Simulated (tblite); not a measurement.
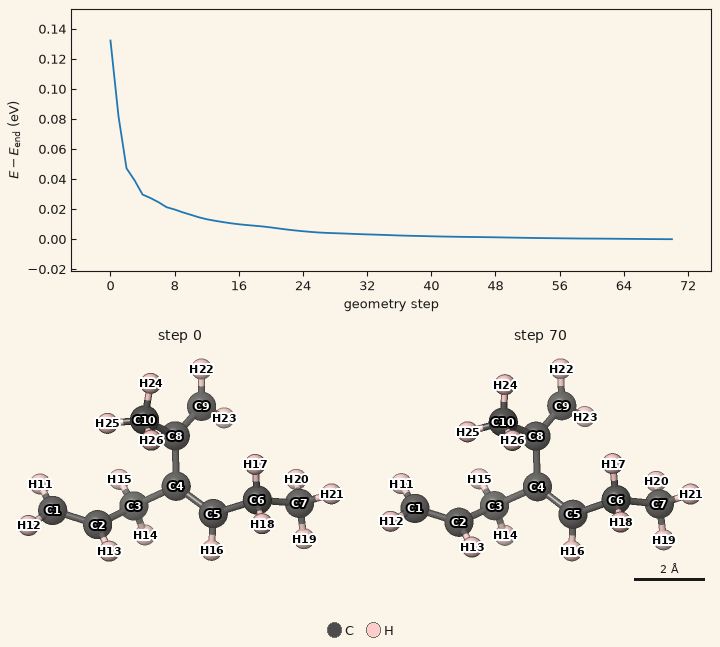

First and last geometry of a relaxation of C10H16, with the history of the run. A ball-and-stick model, seen face on.

Theory: tblite, GFN2-xTB geometry optimisation, gas phase. 

### Read the history and describe the run.

It converged. The energy falls by 0.132 eV in 70 geometry steps. The atom that moves furthest after the best rigid fit is H25 (0.24 Å). By element the largest moves are H 0.24 Å, C 0.10 Å. Near-neighbour distances that change, for instance: C1–C2 1.348 → 1.320 Å, C4–C5 1.351 → 1.328 Å, C7–H20 1.106 → 1.087 Å, C4–C8 1.465 → 1.482 Å. Bond angles that change, for instance: C2–C1–H12 119.6° → 122.1°, H11–C1–H12 118.5° → 116.2°, H14–C3–H15 106.4° → 108.6°.
